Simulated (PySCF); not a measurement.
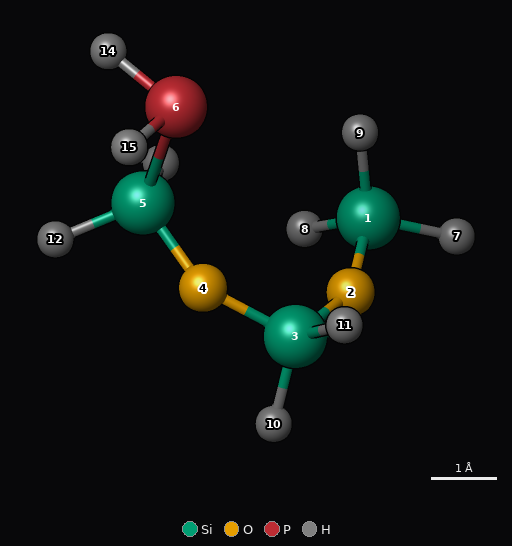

Fig. 1: The input geometry (ball-and-stick view, seen at a tilt; atoms are numbered from 1 in the order of the input). Bond lengths as drawn: H–P 1.39 Å, H–Si 1.45 to 1.47 Å, O–Si 1.61 to 1.62 Å and P–Si 2.24 Å.

## Spin–spin coupling calculation, with input and output: Si3PH9O2

Si3PH9O2, SMILES [SiH3]O[SiH2]O[SiH2]P, computed with LC-wPBE/pcSseg-1 indirect spin-spin coupling, non-relativistic, gas phase (PySCF 2.14.0).

The geometry comes from this level: GFN2-xTB. It belongs to a series of runs on one base structure; here: LC-wPBE/pcSseg-1; guess sap. Figures and captions count atoms from 1; the log counts them from 0 in places.

The program's output:
```
final grid: 118472 points
cycle   1  E = -1364.2586314272  dE = -2.085e-01  |g| = 2.326e+00  |ddm| = 4.948e+00
cycle   2  E = -1364.1917533018  dE =  6.688e-02  |g| = 2.778e+00  |ddm| = 3.635e+00
cycle   3  E = -1365.3134116210  dE = -1.122e+00  |g| = 2.129e-01  |ddm| = 1.174e+00
cycle   4  E = -1365.3241723649  dE = -1.076e-02  |g| = 3.803e-02  |ddm| = 2.327e-01
cycle   5  E = -1365.3245965537  dE = -4.242e-04  |g| = 1.327e-02  |ddm| = 6.967e-02
cycle   6  E = -1365.3246500577  dE = -5.350e-05  |g| = 5.864e-03  |ddm| = 2.568e-02
cycle   7  E = -1365.3246576211  dE = -7.563e-06  |g| = 1.760e-03  |ddm| = 6.572e-03
cycle   8  E = -1365.3246591622  dE = -1.541e-06  |g| = 4.103e-04  |ddm| = 3.959e-03
cycle   9  E = -1365.3246590075  dE =  1.548e-07  |g| = 8.834e-05  |ddm| = 1.135e-03
cycle  10  E = -1365.3246590140  dE = -6.511e-09  |g| = 2.804e-05  |ddm| = 3.207e-04
cycle  11  E = -1365.3246590144  dE = -4.584e-10  |g| = 8.291e-06  |ddm| = 7.439e-05
converged SCF energy = -1365.3246590144

Indirect spin-spin couplings (Hz)
  i      j    bonds     total        FC       PSO       DSO        SD
  0 Si   1 O    1      1.587     5.981    -4.854     0.067     0.393
  0 Si   2 Si   2     -3.035    -3.362     0.119    -0.052     0.260
  0 Si   3 O    3      0.030     0.027     0.006    -0.006     0.003
  0 Si   4 Si   4      0.351     0.350     0.010     0.005    -0.013
  0 Si   5 P    5     -0.400    -0.415     0.000     0.007     0.008
  0 Si   6 H    1   -216.130  -216.602     1.084    -0.264    -0.348
  0 Si   7 H    1   -206.077  -206.542     1.075    -0.281    -0.329
  0 Si   8 H    1   -204.981  -205.440     1.084    -0.291    -0.334
  0 Si   9 H    3     -1.518    -1.518    -0.202     0.255    -0.054
  0 Si  10 H    3     -0.960    -0.960    -0.184     0.232    -0.048
  0 Si  12 H    5     -0.449    -0.433     0.120    -0.203     0.066
  1 O    2 Si   1      0.672     6.437    -6.105     0.084     0.256
  1 O    4 Si   3      0.075     0.098    -0.020    -0.001    -0.003
  1 O    6 H    2     -9.485    -9.520    -0.011     0.046         -
  1 O    7 H    2     -5.402    -5.434    -0.063     0.094         -
  1 O    8 H    2     -4.597    -4.628    -0.071     0.101         -
  1 O    9 H    2    -11.172   -11.407     0.157     0.078         -
  1 O   10 H    2    -10.544   -10.781     0.162     0.075         -
  1 O   12 H    4     -0.167    -0.088     0.014    -0.094         -
  2 Si   3 O    1     -2.420     3.044    -5.851     0.087     0.300
  2 Si   4 Si   2     -3.521    -3.777     0.104    -0.042     0.193
  2 Si   5 P    3      0.216     0.155     0.005     0.022     0.035
  2 Si   6 H    3     -3.795    -3.777    -0.214     0.261    -0.064
  2 Si   7 H    3      0.288     0.244    -0.088     0.149    -0.017
  2 Si   8 H    3      0.298     0.250    -0.062     0.118    -0.009
  2 Si   9 H    1   -251.131  -251.410     1.180    -0.455    -0.446
  2 Si  10 H    1   -246.900  -247.179     1.182    -0.463    -0.441
  2 Si  11 H    3     -3.637    -3.623    -0.207     0.252    -0.059
  2 Si  12 H    3     -0.172    -0.211    -0.049     0.094    -0.008
  3 O    4 Si   1     -1.778     3.342    -5.495     0.079     0.297
  3 O    5 P    2    -11.582   -11.063     0.431    -0.003    -0.947
  3 O    6 H    4     -0.157    -0.225    -0.097     0.166         -
  3 O    9 H    2    -12.729   -12.945     0.176     0.040         -
  3 O   10 H    2     -8.944    -9.176     0.160     0.072         -
  3 O   11 H    2    -11.359   -11.394     0.025     0.010         -
  3 O   12 H    2     -3.564    -3.586    -0.068     0.091         -
  3 O   13 H    3     -3.813    -4.013    -0.007     0.207         -
  3 O   14 H    3      0.456     0.502    -0.017    -0.029         -
  4 Si   5 P    1     -2.150    -0.631     8.592    -0.089   -10.022
  4 Si   6 H    5     -0.247    -0.340    -0.097     0.184     0.006
  4 Si   7 H    5     -0.363    -0.337     0.028    -0.065     0.012
  4 Si   8 H    5     -0.474    -0.450     0.069    -0.127     0.034
  4 Si   9 H    3     -2.705    -2.678    -0.216     0.251    -0.062
  4 Si  10 H    3     -0.154    -0.145    -0.152     0.187    -0.045
  4 Si  11 H    1   -225.416  -225.796     1.122    -0.377    -0.366
  4 Si  12 H    1   -202.304  -202.685     1.120    -0.412    -0.326
  4 Si  13 H    2      6.103     6.069     0.181    -0.029    -0.118
  4 Si  14 H    2      9.228     8.997     0.313    -0.013    -0.069
  5 P    6 H    6     -0.167    -0.012     0.083    -0.233    -0.004
  5 P    7 H    6      0.193     0.303     0.031    -0.137    -0.003
  5 P    8 H    6      0.394     0.400    -0.219     0.244    -0.032
  5 P    9 H    4      0.402     0.584     0.240    -0.412    -0.009
  5 P   10 H    4     -0.322    -0.315    -0.014     0.098    -0.091
  5 P   11 H    2     -6.212    -5.245    -0.355    -0.409    -0.203
  5 P   12 H    2     32.657    33.287    -0.417    -0.222     0.009
  5 P   13 H    1    149.230   141.241     7.820     0.410    -0.242
  5 P   14 H    1    147.645   140.295     7.246     0.423    -0.319
  6 H    7 H    2      7.061     8.380     0.929    -2.247         -
  6 H    8 H    2      7.124     8.439     0.918    -2.233         -
  6 H    9 H    4     -0.466    -0.088     0.538    -0.917         -
  6 H   10 H    4     -0.418    -0.113     0.448    -0.753         -
  6 H   11 H    6     -0.274     0.244     0.532    -1.049         -
  6 H   13 H    7     -0.383    -0.002     0.356    -0.737         -
  6 H   14 H    7     -0.423    -0.010     0.409    -0.823         -
  7 H    8 H    2      8.886    10.064     0.829    -2.006         -
  7 H    9 H    4     -0.303    -0.149     0.214    -0.367         -
  7 H   12 H    6      0.816     0.044    -0.798     1.571         -
  7 H   13 H    7     -0.189    -0.006     0.172    -0.354         -
  7 H   14 H    7     -0.347     0.034     0.374    -0.755         -
  8 H   10 H    4     -0.253    -0.133     0.168    -0.287         -
  8 H   11 H    6     -0.244     0.180     0.384    -0.807         -
  8 H   12 H    6      0.935     0.139    -0.797     1.593         -
  8 H   14 H    7     -0.330     0.012     0.270    -0.613         -
  9 H   10 H    2     24.527    26.019     1.050    -2.542         -
  9 H   11 H    4     -0.312    -0.129     0.340    -0.523         -
  9 H   12 H    4     -0.521    -0.123     0.495    -0.893         -
  9 H   13 H    5     -0.506     0.047     0.574    -1.127         -
  9 H   14 H    5     -0.362    -0.039     0.399    -0.723         -
 10 H   11 H    4     -0.346     0.205     0.720    -1.271         -
 10 H   12 H    4     -0.394     0.149     0.624    -1.166         -
 10 H   13 H    5     -0.585    -0.062     0.457    -0.979         -
 11 H   12 H    2      9.409    10.502     0.767    -1.861         -
 11 H   13 H    3      0.153     0.195     0.007    -0.049         -
 11 H   14 H    3      4.033     3.866    -0.176     0.344         -
 12 H   13 H    3     -1.184    -1.167    -0.014    -0.002         -
 12 H   14 H    3      6.348     7.550     0.872    -2.074         -
 13 H   14 H    2    -13.438   -13.382     0.795    -0.851         -
```

This output came from the following input.

The input:
```
{"job": {"kind": "j", "xc": "LC-wPBE", "basis": "pcSseg-1", "scf": {"guess": "sap"}}, "charge": 0, "multiplicity": 1}
Si    -2.494477     0.065687     0.728987
O     -1.916393    -0.159796    -0.769409
Si    -0.731697    -0.392095    -1.838613
O      0.677214    -0.640901    -1.077725
Si     1.595239    -0.488546     0.245290
P      2.417176     1.594334     0.284188
H     -3.893217     0.414413     0.495285
H     -2.346268    -1.190955     1.465006
H     -1.743741     1.142949     1.373873
H     -1.011564    -1.638666    -2.531470
H     -0.611151     0.827233    -2.622051
H      2.575499    -1.562097     0.070229
H      0.789922    -0.685804     1.453660
H      3.276966     1.353964     1.343598
H      3.412079     1.368268    -0.654071
```

The first line tells a small driver script what to run in PySCF; the rest is the geometry in Å.

Launch command:
```bash
OMP_NUM_THREADS=1 python <driver script> task.json out
```

Key numbers:

```json
{"quantity": "outcome", "value": "converged"}
{"quantity": "total energy", "value": "−1365.324659 hartree"}
{"quantity": "HOMO", "value": "−10.13 eV"}
{"quantity": "LUMO", "value": "2.13 eV"}
{"quantity": "dipole moment", "value": "1.07 D"}
{"quantity": "hardware", "value": "1 CPU thread, shared host"}
{"quantity": "wall time", "value": "2 min"}
{"quantity": "peak memory", "value": "0.9 GiB"}
```

Settings chosen away from the usual ones: LC-wPBE/pcSseg-1; guess sap.
